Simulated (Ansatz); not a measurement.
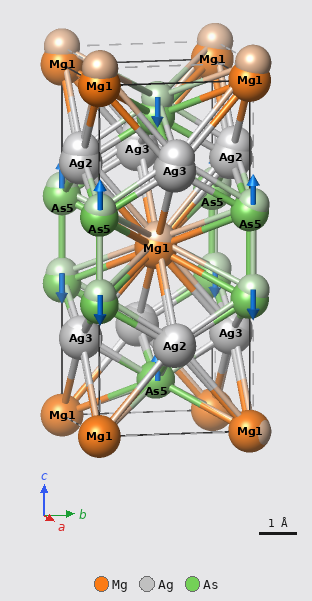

A symmetric starting cell of MgAg₂As₂ (made from another compound by putting Mg in place of Ba), drawn pale, and a changed version of it, drawn solid. The blue arrows show how the atoms are displaced (without the part that the change of the cell carries along), magnified 10 times. Besides, the cell is strained by −4.9 % along c and −1.9 % across it (volume −8.4 %). Style: ball-and-stick. Shown: the conventional cell (2 times the calculation's cell), slightly off an axis. Lengths and directions refer to the drawn axes.

Level of theory: DFT PBE, scalar-relativistic, plane waves, PAW in Ansatz 0.2.0. Set-up: plane-wave cutoff 420 eV; k-point mesh 12 × 12 × 12; occupations gaussian; smearing width 0.1 eV; no spin polarisation.

### Describe the displacements and the computed response.

The As atoms are displaced by 0.08 Å relative to the cell. No relaxation follows. The starting cell wasn't computed here and needn't be at equilibrium, so pressure and forces aren't due to the change alone. Near-neighbour distances before and after: Ag–Mg 3.348 → 3.227 Å, Ag–As 2.562 → 2.449 Å, As–As 2.366 → 2.421 Å, As–Mg 3.281 → 3.238 Å. The space group stays I4/mmm (No. 139). The pressure is 23.7 GPa (not all of it need come from the change, since the unchanged cell can be under pressure at this level too). The principal stresses (compression positive) are 22.1 GPa along c and 24.6 GPa across it. The largest forces, 2.7 eV/Å, act on 2 As atoms of the calculation's cell. The forces point straight back along the displacements (cosine −1.00).
